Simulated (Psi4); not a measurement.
# B2O2 (diboron dioxide) at PBE/aug-pcseg-3 (density fitting, sweep point 4)

What is the vertical ionisation energy of B2O2 (diboron dioxide) at PBE/aug-pcseg-3 (density fitting, sweep point 4)? 

Program for the calculation: Psi4 1.11.

## 1. The molecule

B2O2: 4 atoms, total charge 0, spin state singlet. SMILES: `O=BB=O`. The shape is that of a PBE0-D4/def2-TZVP optimisation.

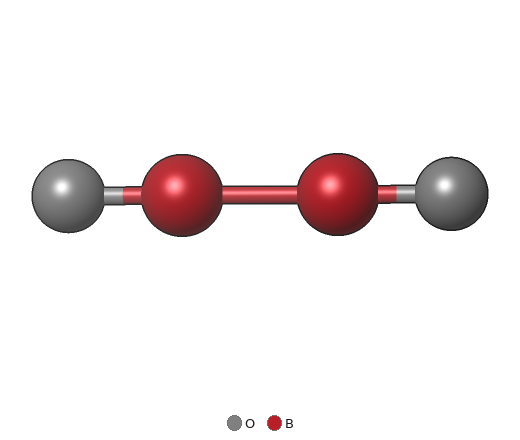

The structure, seen from a chosen angle (oxygen grey, boron red).

## 2. The energy at PBE/aug-pcseg-3 (density fitting, sweep point 4)

job.py reads:

```python
import psi4

psi4.set_memory('1600 MB')
psi4.set_num_threads(1)
psi4.set_output_file('psi4.out', False)

m = psi4.geometry("""
O     -0.743090     0.459760     1.817650
B     -0.302300     0.187070     0.739120
B      0.302150    -0.186920    -0.739220
O      0.743230    -0.459920    -1.817550
symmetry c1
""")

psi4.set_options({
    'basis': 'aug-pcseg-3',
    'reference': 'rks',
    'puream': True,
    'scf_type': 'df',
    'dft_radial_points': 99,
    'dft_spherical_points': 590,
})

energy_value = psi4.energy('pbe')
print(f'pbe energy: {energy_value:.10f} Eh')
```

Command:

```bash
$ python job.py
```

psi4.out:

```text
[...]
  Running in c1 symmetry.
[...]
  Nuclear repulsion =   66.762222931000380
[...]
  Multiplicity = 1
[...]
  Nalpha       = 13
  Nbeta        = 13
[...]
    Number of basis functions: 340
[...]
   @DF-RKS iter   1:  -199.70286932226199   -5.20069e-01   3.11920e-03 DIIS/ADIIS
[...]
   @DF-RKS iter   9:  -200.10059042739749   -7.47755e-08   2.55338e-07 DIIS
[...]
    Orbital Energies [Eh]
    ---------------------
    Doubly Occupied:
       1A    -18.792560     2A    -18.792560     3A     -6.573526
       4A     -6.573073     5A     -0.939138     6A     -0.938560
       7A     -0.485558     8A     -0.399446     9A     -0.387990
      10A     -0.368268    11A     -0.368268    12A     -0.348200
      13A     -0.348200
[...]
  @DF-RKS Final Energy:  -200.10059042739749
   => Energetics <=
    Nuclear Repulsion Energy =             66.7622229310003803
    One-Electron Energy =                -405.1800740101101042
    Two-Electron Energy =                 163.3587509612416397
    DFT Exchange-Correlation Energy =     -25.0414903095294257
    Empirical Dispersion Energy =           0.0000000000000000
    VV10 Nonlocal Energy =                  0.0000000000000000
    Total Energy =                       -200.1005904273974920
[...]
 Multipole Moments:
 ------------------------------------------------------------------------------------
     Multipole            Electronic (a.u.)      Nuclear  (a.u.)        Total (a.u.)
 ------------------------------------------------------------------------------------
 L = 1.  Multiply by 2.5417464519 to convert [e a0] to [Debye]
 Dipole X            :         -0.0003860            0.0001644           -0.0002216
 Dipole Y            :          0.0004128           -0.0001757            0.0002370
 Dipole Z            :         -0.0002672            0.0001134           -0.0001539
 Magnitude           :                                                    0.0003591
[...]
```

The script printed:

```text
pbe energy: -200.1005904274 Eh
```

It took 91 s on 1 thread of Intel Xeon at 2.70GHz, shared host; peak memory 1.1 GiB.

## 3. The doublet cation

b2o2.py reads:

```python
import psi4

psi4.set_memory(1600000000)
psi4.set_num_threads(1)
psi4.core.set_output_file('output.dat', False)

molecule = psi4.geometry("""
1 2
O     -0.743090     0.459760     1.817650
B     -0.302300     0.187070     0.739120
B      0.302150    -0.186920    -0.739220
O      0.743230    -0.459920    -1.817550
units angstrom
symmetry c1
""")

psi4.set_options({
    'basis': 'aug-pcseg-3',
    'reference': 'uks',
    'puream': True,
    'scf_type': 'df',
    'dft_radial_points': 99,
    'dft_spherical_points': 590,
    'maxiter': 100,
})

result, w = psi4.energy("pbe", return_wfn=True)
print(f'total energy {result:.8f} hartree = {result * 27.211386:.5f} eV')
for k, v in sorted(psi4.core.scalar_variables().items()):
    print(f'{k:45s} {v:18.10f}')
```

Command:

```bash
$ python b2o2.py
```

output.dat:

```text
[...]
  Running in c1 symmetry.
[...]
  Nuclear repulsion =   66.762222931000380
[...]
  Multiplicity = 2
[...]
  Nalpha       = 13
  Nbeta        = 12
[...]
    Number of basis functions: 340
[...]
   @DF-UKS iter   1:  -199.45681095848417   -2.74011e-01   2.03464e-03 ADIIS/DIIS
[...]
   @DF-UKS iter  12:  -199.61888722690296   -8.11987e-08   2.24094e-07 DIIS
[...]
   @S^2 Observed:                7.612794695E-01
[...]
    Orbital Energies [Eh]
    ---------------------
    Alpha Occupied:
       1A    -19.114232     2A    -19.114231     3A     -6.877500
       4A     -6.877053     5A     -1.256353     6A     -1.255903
       7A     -0.758349     8A     -0.689952     9A     -0.683208
      10A     -0.678473    11A     -0.670331    12A     -0.653970
      13A     -0.637934
    Alpha Virtual:
      14A     -0.400071    15A     -0.387773    16A     -0.243363
      17A     -0.204517    18A     -0.191968    19A     -0.191536
      20A     -0.118127    21A     -0.116006    22A     -0.096127
      23A     -0.093001    24A     -0.092952    25A     -0.078731
[...]
  @DF-UKS Final Energy:  -199.61888722690296
   => Energetics <=
    Nuclear Repulsion Energy =             66.7622229310003803
    One-Electron Energy =                -397.3800092716343215
    Two-Electron Energy =                 155.7055164977601009
    DFT Exchange-Correlation Energy =     -24.7066173840291192
    Empirical Dispersion Energy =           0.0000000000000000
    VV10 Nonlocal Energy =                  0.0000000000000000
    Total Energy =                       -199.6188872269029559
[...]
 Multipole Moments:
 ------------------------------------------------------------------------------------
     Multipole            Electronic (a.u.)      Nuclear  (a.u.)        Total (a.u.)
 ------------------------------------------------------------------------------------
 L = 1.  Multiply by 2.5417464519 to convert [e a0] to [Debye]
 Dipole X            :         -0.0004603            0.0001644           -0.0002960
 Dipole Y            :          0.0004755           -0.0001757            0.0002998
 Dipole Z            :         -0.0001925            0.0001134           -0.0000792
 Magnitude           :                                                    0.0004286
[...]
```

The script printed:

```text
total energy -199.61888723 hartree = -5431.90659 eV
CURRENT ENERGY                                   -199.6188872269
CURRENT REFERENCE ENERGY                         -199.6188872269
DD SOLVATION ENERGY                                 0.0000000000
DFT FUNCTIONAL TOTAL ENERGY                      -199.6188872269
DFT TOTAL ENERGY                                 -199.6188872269
DFT VV10 ENERGY                                     0.0000000000
DFT XC ENERGY                                     -24.7066173840
GRID ELECTRONS ALPHA                               13.0000000145
GRID ELECTRONS BETA                                12.0000000117
GRID ELECTRONS TOTAL                               25.0000000262
NUCLEAR REPULSION ENERGY                           66.7622229310
ONE-ELECTRON ENERGY                              -397.3800092716
PCM POLARIZATION ENERGY                             0.0000000000
PE ENERGY                                           0.0000000000
SCF ITERATION ENERGY                             -199.6188872269
SCF ITERATIONS                                     12.0000000000
SCF TOTAL ENERGY                                 -199.6188872269
TWO-ELECTRON ENERGY                               155.7055164978
XC GRID RADIAL POINTS                              99.0000000000
XC GRID SPHERICAL POINTS                          590.0000000000
XC GRID TOTAL POINTS                           228214.0000000000
```

Run time: 3.1 min. Hardware: 1 thread of Intel Xeon at 2.70GHz, shared host; peak memory 1.1 GiB.

## 4. Results

Level: PBE/aug-pcseg-3 (density fitting, sweep point 4).

| quantity | value |
| --- | --- |
| singlet B2O2: total energy | -200.10059 Eh |
| singlet B2O2: dipole moment | 0.00 D |
| singlet B2O2: HOMO energy | -9.48 eV |
| singlet B2O2: LUMO energy | -3.37 eV |
| singlet B2O2: HOMO–LUMO gap | 6.11 eV |
| doublet cation: total energy | -199.61889 Eh |
| doublet cation: HOMO energy (highest over α and β) | -17.06 eV |
| doublet cation: LUMO energy (lowest over α and β) | -16.78 eV |
| doublet cation: ⟨S²⟩ | 0.761 |
| vertical ionisation energy (to the doublet cation) | 13.108 eV |

The vertical ionisation energy comes to 13.11 eV (1265 kJ/mol). The negative HOMO energy of the first species, 9.48 eV, lies 3.63 eV below that difference.
